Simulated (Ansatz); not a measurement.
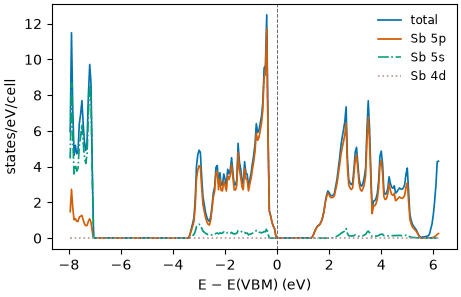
Figure: Total and projected density of states of Sb in space group I-43m (No. 217; Sb on 8c), plane-wave PAW r²SCAN+D4 (Ansatz code)

Q: Which orbitals carry the states next to the gap?

A: Top 1 eV of the valence band: Sb 5p 94 %. Bottom 1 eV of the conduction band: Sb 5p 96 %. Projections are on Löwdin-orthogonalised atomic valence shells; empty p or d shells of many metals are not among them.

Q: Where is the tallest occupied peak in this window, and what makes it?

A: Near -0.4 eV, about 12 states/eV per cell; the largest projected share is Sb 5p.

The start of the workflow was typed in or built on a structure type; neither database checked (COD, Materials Project) lists it. It is not the phase usual at ambient conditions (space group No. 166). Symmetry was held in the r²SCAN+D4 relaxation; whether a distortion lowers the energy is not shown. The volume moved by 16 % from the start of the relaxation. Spin–orbit coupling is left out wherever it is not named.

Potentials: the later of the program's two PAW sets.
